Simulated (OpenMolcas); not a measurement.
# How methods differ on BClF (SMILES F[B]Cl)

The species is BClF (3 atoms), meant as a doublet with charge 0. SMILES: `F[B]Cl`. The coordinates come from a GFN2-xTB relaxation.

```xyz
3

F     0.5259    1.0642    0.3957
B    -0.3912    0.3069   -0.1781
Cl   -0.1347   -1.3712   -0.2176
```

Each level gives the energy change with the B2–Cl3 bond stretched from 1.698 to 2.972 Å (eV). The values are calculated.

| level | kind | program | value (eV) | less FCI/STO-3G |
| --- | --- | --- | --- | --- |
| ROHF/STO-3G | Hartree–Fock | OpenMolcas | 3.01 | +0.39 |
| USVWN5/STO-3G | LDA | OpenMolcas | 3.28 | +0.66 |
| UPBE/STO-3G | GGA | OpenMolcas | 2.82 | +0.20 |
| U-r2SCAN/STO-3G | meta-GGA | OpenMolcas | 3.01 | +0.39 |
| UPBE0/STO-3G | global hybrid | OpenMolcas | 3.11 | +0.49 |
| CASSCF(3,3)/STO-3G | multireference | OpenMolcas | 2.62 | 0.00 |
| FCI/STO-3G | exact in the basis | OpenMolcas | 2.62 | 0.00 |

FCI/STO-3G is exact within its basis and frozen core, so for wave-function methods in that basis the difference is their error; functionals converge differently with the basis, so for them it is only a difference. The first shape isn't each level's own minimum. The values span 2.62 to 3.28 eV. All rows use very small basis sets, so even the best lies far from the true value.

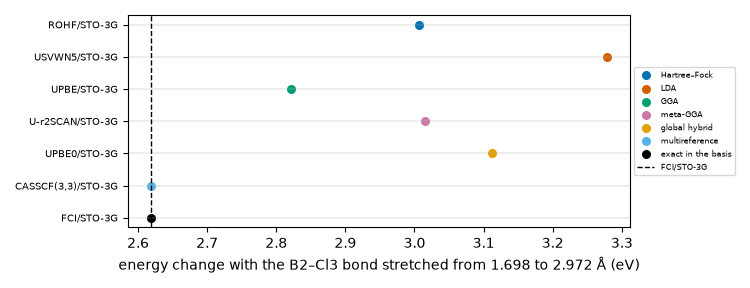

The values of the table, level by level.
